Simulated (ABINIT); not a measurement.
# SiC (Moissanite): G0W0 in ABINIT against the plane-wave cutoff, part 2 of 2

How does the gap of SiC (Moissanite) converge in the plane-wave cutoff?

ABINIT 10.8.3; PBE and many-body steps on it, plane waves. Known limits of the many-body steps: not at the basis limit.

So far. Step 5 (Empty states on the mesh, 6×6×4 mesh, 81 bands): On this mesh the gap is 2.330 eV. Step 6 (Screening, 6×6×4 mesh, 75 bands, screening to 163.3 eV): Local fields lower ε∞ by 9 %.

## 8. Screening, 6×6×4 mesh, 75 bands, screening to 163.3 eV

This step: RPA screening on PBE, plane waves, norm-conserving pseudopotentials.

The input, run.abi:

```
acell 3*1.0 Angstrom
rprim 
  3.075999999976 0.000000000005 0.000000000000
  -1.537999999993 2.663894142018 0.000000000000
  0.000000000000 0.000000000000 5.048000000000
ntypat 2
znucl 14 6
natom 4
typat 1 1 2 2
xred 
  0.333333333333 0.666666666667 0.000000000000
  0.666666666667 0.333333333333 0.500000000000
  0.333333333333 0.666666666667 0.385000000000
  0.666666666667 0.333333333333 0.885000000000
pp_dirpath "pseudos"
pseudos "Si.upf, C.upf"
ecut 30
ngkpt 6 6 4
nshiftk 1
shiftk 0 0 0
kptopt 1
chksymbreak 0
istwfk *1
occopt 1
irdwfk 1
optdriver 3
nband 75
ecuteps 6
inclvkb 2
awtr 1
symchi 1
indata_prefix "in"
outdata_prefix "out"
tmpdata_prefix "tmp"
```

The run is started by

```bash
$ OMP_NUM_THREADS=1 mpirun -n 4 abinit run.abi > log
```

Numbers of over 12 decimals in the logs are rounded to 6 here.

What it wrote:

```text
.Version 10.8.3 of ABINIT. v10.8.2 released Aug 2026.

 Symmetries : space group P6_3 m c (#186); Bravais hP (primitive hexag.)
[... echo of the input left out ...]
== DATASET  1 ==================================================================
-   mpi_nproc: 4, omp_nthreads: 1 (-1 if OMP is not activated)

--- !DatasetInfo
iteration_state: {dtset: 1, }
dimensions: {natom: 4, nkpt: 21, mband: 75, nsppol: 1, nspinor: 1, nspden: 1, mpw: 2208, }
cutoff_energies: {ecut:  30.0, pawecutdg:  -1.0, }
electrons: {nelect:   1.60000000E+01, charge:   0.00000000E+00, occopt:   1.00000000E+00, tsmear:   1.00000000E-02, }

 SCREENING: Calculation of the susceptibility and dielectric matrices

 Based on a program developped by R.W. Godby, V. Olevano, G. Onida, and L. Reining.
 Incorporated in ABINIT by V. Olevano, G.-M. Rignanese, and M. Torrent.
.Using double precision arithmetic ; gwpc =  8

[... cell and pseudopotentials left out ...]
--------------------------------------------------------------------------------

 ==== K-mesh for the wavefunctions ====
 Number of points in the irreducible wedge :    21
[... list of points left out ...]
 Together with 12 symmetry operations and time-reversal symmetry
 yields   144 points in the full Brillouin Zone.

 ==== Q-mesh for the screening function ====
 Number of points in the irreducible wedge :    21
[... list of points left out ...]
 Together with 12 symmetry operations and time-reversal symmetry
 yields   144 points in the full Brillouin Zone.

 setmesh: FFT mesh size selected  =    18x   18x   36
          total number of points  =        11664

 vcoul_init : cutoff-mode = AUXILIARY_FUNCTION
 q-points for optical limit:   1
     1)      0.000010    0.000020    0.000030

- screening: taking advantage of time-reversal symmetry
- Maximum band index for partially occupied states nbvw = 8
- Remaining bands to be divided among processors   nbcw = 67
- Number of bands treated by each node ~16

 Number of electrons calculated from density =   16.0000; Expected =   16.0000
 average of density, n =  0.057319
 r_s =    1.6089
 omega_plasma =   23.0944 [eV]

 calculating chi0 at frequencies [eV] :
  1    0.000000E+00    0.000000E+00
  2    0.000000E+00    2.309436E+01

--------------------------------------------------------------------------------
  q-point number  1        q = ( 0.000000, 0.000000, 0.000000) [r.l.u.]
--------------------------------------------------------------------------------
[... chi0 elements left out ...]
 For q-point:  0.000010 0.000020 0.000030
  dielectric constant =   6.8456
  dielectric constant without local fields =   7.5006

  Average fulfillment of the sum rule on Im[epsilon] for q-point    1 :     77.22  [%]
[... wings left out ...]
  q-point number  2        q = ( 0.166667, 0.000000, 0.000000) [r.l.u.]
--------------------------------------------------------------------------------
[... chi0 elements left out ...]
  Average fulfillment of the sum rule on Im[epsilon] for q-point    2 :     88.05  [%]

 [... 19 further q-points ...]
```

It took 63 s on 4 MPI ranks of Arm Neoverse V1, shared host; peak memory 0.76 GiB; 4.2 min of CPU time.

This step gave:

* ε∞ with local fields, on this mesh, along the program's q direction: 6.846
* the same without local fields: 7.501
* plasma frequency: 23.09 eV
* plane waves in the screening matrix: 197

## 9. 30 Ha

The self-energy is evaluated for the states that the input lists, and the levels follow from it, in one-shot runs by the linearised quasiparticle equation.

This step: G0W0 on PBE, plane waves, norm-conserving pseudopotentials.

run.abi: that of step 8 with these lines changed.

```diff
@@ -25,8 +25,19 @@
 irdwfk 1
-optdriver 3
+optdriver 4
 nband 75
+gwcalctyp 0
+ecutsigx 30
+symsigma 1
+nkptgw 3
+kptgw 
+  0.0000000000 0.0000000000 0.0000000000
+  0.3333333333 0.3333333333 0.0000000000
+  0.5000000000 0.0000000000 0.0000000000
+bdgw 
+  6 10
+  7 10
+  7 10
 ecuteps 6
-inclvkb 2
-awtr 1
-symchi 1
+irdscr 1
+ppmodel 1
 indata_prefix "in"
```

What it wrote:

```text
.Version 10.8.3 of ABINIT. v10.8.2 released Aug 2026.

 Symmetries : space group P6_3 m c (#186); Bravais hP (primitive hexag.)
[... echo of the input left out ...]
== DATASET  1 ==================================================================
-   mpi_nproc: 4, omp_nthreads: 1 (-1 if OMP is not activated)

--- !DatasetInfo
iteration_state: {dtset: 1, }
dimensions: {natom: 4, nkpt: 21, mband: 75, nsppol: 1, nspinor: 1, nspden: 1, mpw: 2208, }
cutoff_energies: {ecut:  30.0, pawecutdg:  -1.0, }
electrons: {nelect:   1.60000000E+01, charge:   0.00000000E+00, occopt:   1.00000000E+00, tsmear:   1.00000000E-02, }

 SIGMA: Calculation of the GW corrections

 Based on a program developped by R.W. Godby, V. Olevano, G. Onida, and L. Reining.
 Incorporated in ABINIT by V. Olevano, G.-M. Rignanese, and M. Torrent.
.Using double precision arithmetic ; gwpc =  8

[... cell and pseudopotentials left out ...]
--------------------------------------------------------------------------------

 ==== K-mesh for the wavefunctions ====
 Number of points in the irreducible wedge :    21
[... list of points left out ...]
 Together with 12 symmetry operations and time-reversal symmetry
 yields   144 points in the full Brillouin Zone.

 ==== Q-mesh for screening function ====
 Number of points in the irreducible wedge :    21
[... list of points left out ...]
 Together with 12 symmetry operations and time-reversal symmetry
 yields   144 points in the full Brillouin Zone.

 vcoul_init : cutoff-mode = AUXILIARY_FUNCTION
 q-points for optical limit:   1
     1)      0.000010    0.000020    0.000030
 setmesh: FFT mesh size selected  =    25x   25x   48
          total number of points  =        30000

 Number of electrons calculated from density =   16.0000; Expected =   16.0000
[...]
number of plane-waves for wavefunctions          2189
 number of bands                                    75
 number of q-points in IBZ                          21
 number of frequencies                               2
 number of real frequencies                          1
 number of imag frequencies                          1

 matrix elements of self-energy operator (all in [eV])

 Perturbative Calculation

--- !SelfEnergy_ee
iteration_state: {dtset: 1, }
kpoint     : [   0.000,    0.000,    0.000, ]
spin       : 1
KS_gap     :    4.612
QP_gap     :    5.418
Delta_QP_KS:    0.806
data: !SigmaeeData |
     Band     E0 <VxcDFT>   SigX SigC(E0)      Z dSigC/dE  Sig(E)    E-E0       E
        6   6.869 -15.054 -17.691   2.353   0.794  -0.259 -15.280  -0.226   6.643
        7   6.869 -15.054 -17.691   2.353   0.794  -0.259 -15.280  -0.226   6.643
        8   7.144 -14.880 -17.272   2.136   0.796  -0.257 -15.084  -0.204   6.941
[...]
--- !SelfEnergy_ee
iteration_state: {dtset: 1, }
kpoint     : [   0.333,    0.333,    0.000, ]
spin       : 1
KS_gap     :    6.371
QP_gap     :    7.362
Delta_QP_KS:    0.991
data: !SigmaeeData |
     Band     E0 <VxcDFT>   SigX SigC(E0)      Z dSigC/dE  Sig(E)    E-E0       E
[...]
--- !SelfEnergy_ee
iteration_state: {dtset: 1, }
kpoint     : [   0.500,    0.000,    0.000, ]
spin       : 1
KS_gap     :    4.080
QP_gap     :    4.915
Delta_QP_KS:    0.835
data: !SigmaeeData |
     Band     E0 <VxcDFT>   SigX SigC(E0)      Z dSigC/dE  Sig(E)    E-E0       E
[...]
9   9.734 -10.592  -6.059  -4.015   0.822  -0.216 -10.166   0.427  10.161
       10  11.341 -11.767  -6.940  -4.072   0.811  -0.233 -11.155   0.612  11.952

== END DATASET(S) ==============================================================
================================================================================

 -outvars: echo values of variables after computation  --------
           etotal      0.0000000000E+00
            nband          75
             nkpt          21
          spgroup         186
 [... the other variables as echoed above ...]

 Calculation completed.
```

It took 16 s on 4 MPI ranks; peak memory 0.81 GiB.

This step gave:

```yaml
g0w0_gap_on_the_points_computed: 2.874 eV
starting_gap_on_the_mesh: 2.325 eV
k_of_the_valence_top: 0, 0, 0
k_of_the_conduction_bottom: 0.3333, 0.3333, 0
z_at_the_valence_top: 0.796
z_at_the_conduction_bottom: 0.826
least_direct_g0w0_gap_on_the_computed_points: 4.915 eV
```

The gap on the mesh goes from 2.33 eV to 2.87 eV, a correction of +0.55 eV.

## 10. Screening, 6×6×4 mesh, 75 bands, screening to 163.3 eV

This step: RPA screening on PBE, plane waves, norm-conserving pseudopotentials.

run.abi: that of step 9 with these lines changed.

```diff
@@ -16,3 +16,3 @@
 pseudos "Si.upf, C.upf"
-ecut 30
+ecut 37
 ngkpt 6 6 4
@@ -25,19 +25,8 @@
 irdwfk 1
-optdriver 4
+optdriver 3
 nband 75
-gwcalctyp 0
-ecutsigx 30
-symsigma 1
-nkptgw 3
-kptgw 
-  0.0000000000 0.0000000000 0.0000000000
-  0.3333333333 0.3333333333 0.0000000000
-  0.5000000000 0.0000000000 0.0000000000
-bdgw 
-  6 10
-  7 10
-  7 10
 ecuteps 6
-irdscr 1
-ppmodel 1
+inclvkb 2
+awtr 1
+symchi 1
 indata_prefix "in"
```

What it wrote:

```text
.Version 10.8.3 of ABINIT. v10.8.2 released Aug 2026.

 Symmetries : space group P6_3 m c (#186); Bravais hP (primitive hexag.)
[... echo of the input left out ...]
== DATASET  1 ==================================================================
-   mpi_nproc: 4, omp_nthreads: 1 (-1 if OMP is not activated)

--- !DatasetInfo
iteration_state: {dtset: 1, }
dimensions: {natom: 4, nkpt: 21, mband: 75, nsppol: 1, nspinor: 1, nspden: 1, mpw: 3018, }
cutoff_energies: {ecut:  37.0, pawecutdg:  -1.0, }
[...]
--------------------------------------------------------------------------------
[... chi0 elements left out ...]
 For q-point:  0.000010 0.000020 0.000030
  dielectric constant =   6.8383
  dielectric constant without local fields =   7.4924

  Average fulfillment of the sum rule on Im[epsilon] for q-point    1 :     77.21  [%]
[... wings left out ...]
  q-point number  2        q = ( 0.166667, 0.000000, 0.000000) [r.l.u.]
--------------------------------------------------------------------------------
[... chi0 elements left out ...]
  Average fulfillment of the sum rule on Im[epsilon] for q-point    2 :     88.04  [%]

 [... 19 further q-points ...]
```

The job ended after 68 s (4 MPI ranks; peak memory 0.92 GiB; 4.5 min of CPU time).

This step gave:

| Quantity | Value |
| --- | --- |
| ε∞ with local fields, on this mesh, along the program's q direction | 6.838 |
| the same without local fields | 7.492 |
| plasma frequency | 23.09 eV |
| plane waves in the screening matrix | 197 |

## 11. 37 Ha

This step: G0W0 on PBE, plane waves, norm-conserving pseudopotentials.

run.abi: that of step 10 with these lines changed.

```diff
@@ -25,8 +25,19 @@
 irdwfk 1
-optdriver 3
+optdriver 4
 nband 75
+gwcalctyp 0
+ecutsigx 37
+symsigma 1
+nkptgw 3
+kptgw 
+  0.0000000000 0.0000000000 0.0000000000
+  0.3333333333 0.3333333333 0.0000000000
+  0.5000000000 0.0000000000 0.0000000000
+bdgw 
+  6 10
+  7 10
+  7 10
 ecuteps 6
-inclvkb 2
-awtr 1
-symchi 1
+irdscr 1
+ppmodel 1
 indata_prefix "in"
```

What it wrote:

```text
.Version 10.8.3 of ABINIT. v10.8.2 released Aug 2026.

 Symmetries : space group P6_3 m c (#186); Bravais hP (primitive hexag.)
[... echo of the input left out ...]
== DATASET  1 ==================================================================
-   mpi_nproc: 4, omp_nthreads: 1 (-1 if OMP is not activated)

--- !DatasetInfo
iteration_state: {dtset: 1, }
dimensions: {natom: 4, nkpt: 21, mband: 75, nsppol: 1, nspinor: 1, nspden: 1, mpw: 3018, }
cutoff_energies: {ecut:  37.0, pawecutdg:  -1.0, }
[...]
Band     E0 <VxcDFT>   SigX SigC(E0)      Z dSigC/dE  Sig(E)    E-E0       E
[...]
9   9.734 -10.592  -6.058  -4.015   0.822  -0.216 -10.165   0.427  10.161
       10  11.338 -11.767  -6.941  -4.072   0.811  -0.233 -11.156   0.612  11.950

== END DATASET(S) ==============================================================
================================================================================

 -outvars: echo values of variables after computation  --------
           etotal      0.0000000000E+00
            nband          75
             nkpt          21
          spgroup         186
 [... the other variables as echoed above ...]

 Calculation completed.
```

Elapsed: 17 s, on 4 MPI ranks; peak memory 0.95 GiB.

Numbers from this step:

| Quantity | Value |
| --- | --- |
| G0W0 gap on the points computed | 2.879 eV |
| starting gap on the mesh | 2.329 eV |
| k of the valence top | 0, 0, 0 |
| k of the conduction bottom | 0.3333, 0.3333, 0 |
| least direct G0W0 gap on the computed points | 4.919 eV |

Against the run before, the gap moves by +0.005 eV.

## 12. Screening, 6×6×4 mesh, 75 bands, screening to 163.3 eV

This step: RPA screening on PBE, plane waves, norm-conserving pseudopotentials.

run.abi: that of step 11 with these lines changed.

```diff
@@ -16,3 +16,3 @@
 pseudos "Si.upf, C.upf"
-ecut 37
+ecut 46
 ngkpt 6 6 4
@@ -25,19 +25,8 @@
 irdwfk 1
-optdriver 4
+optdriver 3
 nband 75
-gwcalctyp 0
-ecutsigx 37
-symsigma 1
-nkptgw 3
-kptgw 
-  0.0000000000 0.0000000000 0.0000000000
-  0.3333333333 0.3333333333 0.0000000000
-  0.5000000000 0.0000000000 0.0000000000
-bdgw 
-  6 10
-  7 10
-  7 10
 ecuteps 6
-irdscr 1
-ppmodel 1
+inclvkb 2
+awtr 1
+symchi 1
 indata_prefix "in"
```

What it wrote:

```text
.Version 10.8.3 of ABINIT. v10.8.2 released Aug 2026.

 Symmetries : space group P6_3 m c (#186); Bravais hP (primitive hexag.)
[... echo of the input left out ...]
== DATASET  1 ==================================================================
-   mpi_nproc: 4, omp_nthreads: 1 (-1 if OMP is not activated)

--- !DatasetInfo
iteration_state: {dtset: 1, }
dimensions: {natom: 4, nkpt: 21, mband: 75, nsppol: 1, nspinor: 1, nspden: 1, mpw: 4185, }
cutoff_energies: {ecut:  46.0, pawecutdg:  -1.0, }
[...]
--------------------------------------------------------------------------------
[... chi0 elements left out ...]
 For q-point:  0.000010 0.000020 0.000030
  dielectric constant =   6.8376
  dielectric constant without local fields =   7.4917

  Average fulfillment of the sum rule on Im[epsilon] for q-point    1 :     77.21  [%]
[... wings left out ...]
  q-point number  2        q = ( 0.166667, 0.000000, 0.000000) [r.l.u.]
--------------------------------------------------------------------------------
[... chi0 elements left out ...]
  Average fulfillment of the sum rule on Im[epsilon] for q-point    2 :     88.04  [%]

 [... 19 further q-points ...]
```

Elapsed: 98 s, on 4 MPI ranks; peak memory 1.3 GiB; 6.5 min of CPU time.

Numbers from this step:

```
ε∞ with local fields, on this mesh, along the program's q direction : 6.838
the same without local fields                                       : 7.492
plasma frequency                                                    : 23.09 eV
plane waves in the screening matrix                                 : 197
```

## 13. 46 Ha

This step: G0W0 on PBE, plane waves, norm-conserving pseudopotentials.

run.abi: that of step 12 with these lines changed.

```diff
@@ -25,8 +25,19 @@
 irdwfk 1
-optdriver 3
+optdriver 4
 nband 75
+gwcalctyp 0
+ecutsigx 46
+symsigma 1
+nkptgw 3
+kptgw 
+  0.0000000000 0.0000000000 0.0000000000
+  0.3333333333 0.3333333333 0.0000000000
+  0.5000000000 0.0000000000 0.0000000000
+bdgw 
+  6 10
+  7 10
+  7 10
 ecuteps 6
-inclvkb 2
-awtr 1
-symchi 1
+irdscr 1
+ppmodel 1
 indata_prefix "in"
```

What it wrote:

```text
.Version 10.8.3 of ABINIT. v10.8.2 released Aug 2026.

 Symmetries : space group P6_3 m c (#186); Bravais hP (primitive hexag.)
[... echo of the input left out ...]
== DATASET  1 ==================================================================
-   mpi_nproc: 4, omp_nthreads: 1 (-1 if OMP is not activated)

--- !DatasetInfo
iteration_state: {dtset: 1, }
dimensions: {natom: 4, nkpt: 21, mband: 75, nsppol: 1, nspinor: 1, nspden: 1, mpw: 4185, }
cutoff_energies: {ecut:  46.0, pawecutdg:  -1.0, }
[...]
Band     E0 <VxcDFT>   SigX SigC(E0)      Z dSigC/dE  Sig(E)    E-E0       E
[...]
9   9.734 -10.592  -6.058  -4.015   0.822  -0.216 -10.165   0.427  10.161
       10  11.337 -11.767  -6.941  -4.072   0.811  -0.233 -11.156   0.612  11.949

== END DATASET(S) ==============================================================
================================================================================

 -outvars: echo values of variables after computation  --------
           etotal      0.0000000000E+00
            nband          75
             nkpt          21
          spgroup         186
 [... the other variables as echoed above ...]

 Calculation completed.
```

It took 19 s on 4 MPI ranks; peak memory 1.2 GiB.

Numbers from this step:

| Item | Value |
| --- | --- |
| G0W0 gap on the points computed | 2.880 eV |
| starting gap on the mesh | 2.330 eV |
| k of the valence top | 0, 0, 0 |
| k of the conduction bottom | 0.3333, 0.3333, 0 |
| least direct G0W0 gap on the computed points | 4.92 eV |

Against the run before, the gap moves by +0.001 eV.

## 14. Side by side

Times are wall times on 4 MPI ranks of Arm Neoverse V1, shared host, good to a factor of about two. A run's time includes the screening step that it read.

```csv
run,mesh,bands,screening cutoff (eV),DFT gap (eV),gap on the mesh (eV),direct (eV),ε∞ used,time
22 Ha,6×6×4,75,163.3,2.303,2.846,4.888,6.90,64 s
30 Ha,6×6×4,75,163.3,2.325,2.874,4.915,6.85,79 s
37 Ha,6×6×4,75,163.3,2.329,2.879,4.919,6.84,85 s
46 Ha,6×6×4,75,163.3,2.330,2.880,4.920,6.84,1.9 min
```

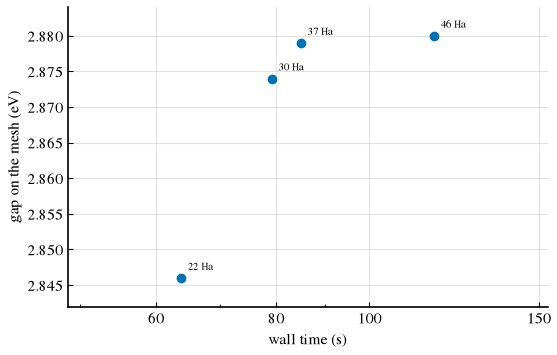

Result against wall time.

## 15. Summary of results

- 22 Ha: 2.846 eV
- 30 Ha: 2.874 eV
- 37 Ha: 2.879 eV
- 46 Ha: 2.880 eV
- known limits: not at the basis limit

What this shows: The setting moved: plane-wave cutoff. From 22 Ha to 46 Ha the gap moves by +0.03 eV. It holds to 0.03 eV from 30 Ha on. Bands and screening cutoff are coupled, so a series along one setting does not show full convergence. Bands and cutoff are finite, so the gap is not at the basis limit. The miss can reach some tenths of an eV and take either sign; the mesh is an error of its own. In the G0W0 runs levels were corrected at 3 k points alone, so a gap called «on the mesh» is the least over those, and an edge elsewhere would be missed.

[Paths, hosts, dates, memory and timing lines, banners, echoed tables and standing remarks are left out of the program output.]

[Logs are printed without paths, hosts, clocks, repeated set-up lines and the standing remarks that a program may print on its own settings, such as how far it seeks lower states.]

[Runs of the session that timed out or met a known fault of the program may be left out.]

[Hosts, paths, dates, database ids (printed as entryN), source tags and the programs' standing remarks are cut or masked in the printed files.]

[G0W0 gaps are taken among the corrected bands and points alone; a level outside them can change the order at an edge.]

[Where Ansatz stands beside ABINIT at settings called matched, ABINIT's density can come from a denser mesh and the files from another edition; pairs whose starting gaps differed by over 0.03 eV were left out, so agreement reads better than it is.]
